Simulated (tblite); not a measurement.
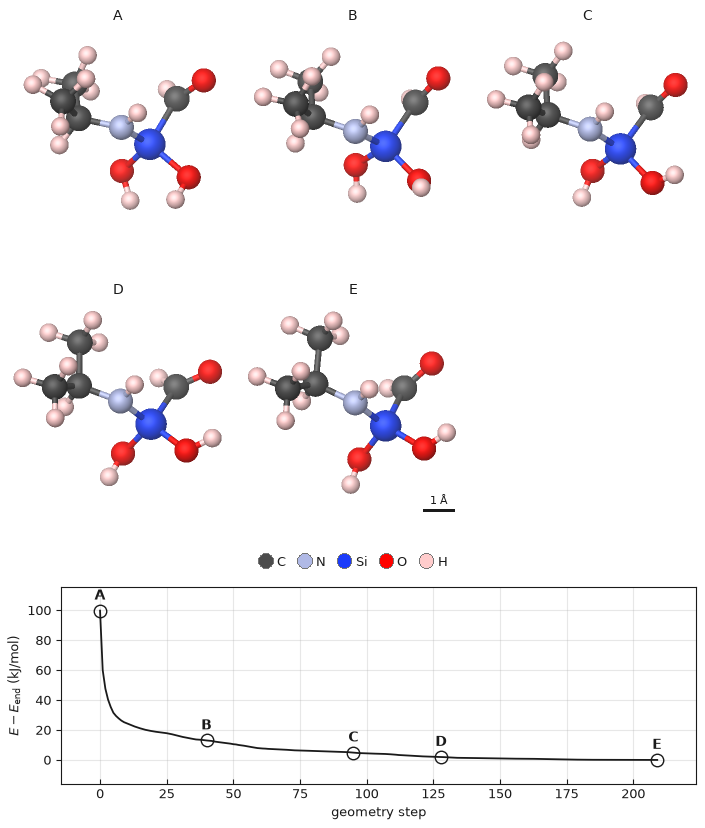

Frames of a relaxation of C$_{4}$H$_{11}$NO$_{3}$Si, marked on the history of the run. A ball-and-stick model, seen from a free direction.

These are results of GFN2-xTB geometry optimisation, gas phase (tblite), not measurements. 

Q: What happens along the run?

A: An H atom moves most after the best rigid fit: 1.77 Å. By element the largest moves are H 1.77 Å, O 1.04 Å, C 0.86 Å, Si 0.27 Å, N 0.08 Å. Some distances before and after: O–Si 1.726 → 1.626 Å, C–Si 1.857 → 1.921 Å, H–O 1.004 → 0.953 Å, C–H 1.128 → 1.087 Å. Among the angles between lasting bonds that change: Si–O–H 106.6° → 119.8°, O–Si–C 112.5° → 102.9°, N–C–H 114.9° → 106.5°. Groups turn about O–Si by about 125°, O–Si by about 35°, C–N by about 35°. Over 209 geometry steps the energy falls by 99.8 kJ/mol. From step 0 to 40: an H atom moves most (0.66 Å), energy −86.7 kJ/mol. From step 40 to 95: an H atom moves most (0.75 Å), energy −8.10 kJ/mol. From step 95 to 128: an O atom moves most (0.71 Å), energy −2.95 kJ/mol. From step 128 to 209: an O atom moves most (0.51 Å), energy −1.97 kJ/mol.
